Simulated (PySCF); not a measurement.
Input file:

```
{"job": {"kind": "uv", "xc": "PBE0", "basis": "def2-SVPD", "nstates": 8, "ntriplets": 3}, "charge": 0, "multiplicity": 1}
C     -1.895458    -0.986420    -0.077212
C     -0.441638    -0.685176     0.019936
C      0.093089     0.547878    -0.052932
O      1.414812     0.866518     0.038556
C      2.339786    -0.172804     0.239081
C     -0.751114     1.732234    -0.252864
O     -1.930761     1.802536    -0.366847
F     -0.013596     2.871757    -0.306087
H     -2.441352    -0.513688     0.738488
H     -2.317325    -0.586099    -0.997688
H     -2.063337    -2.058717    -0.041506
H      0.213681    -1.531320     0.163358
H      3.313628     0.310091     0.290465
H      2.329144    -0.884386    -0.592951
H      2.146027    -0.704413     1.176291
```

Run with:

```sh
OMP_NUM_THREADS=1 python probes_run.py task.json out
```

Geometry: GFN2-xTB.

Theory: PySCF, PBE0/def2-SVPD, SCF density, gas phase.

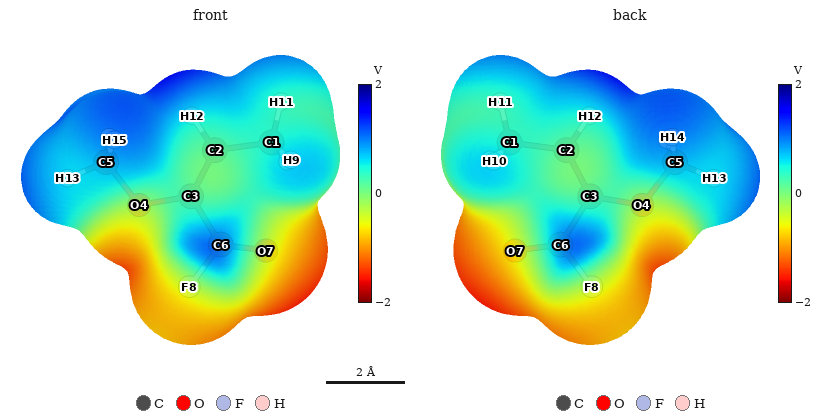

C5H7FO2 (SMILES C/C=C(/OC)C(=O)F). The electrostatic potential painted on the density surface at 0.002 e/bohr³, seen from the front and from behind; red is negative and blue positive.

> Which sites attract a positive test charge, and which a negative one?

A positive charge is drawn to the negative regions and a negative charge to the positive ones. The most negative region (about −1.5 V) lies over O7, the most positive (about +1.4 V) over H12. O7 is the likeliest acceptor of a hydrogen bond.
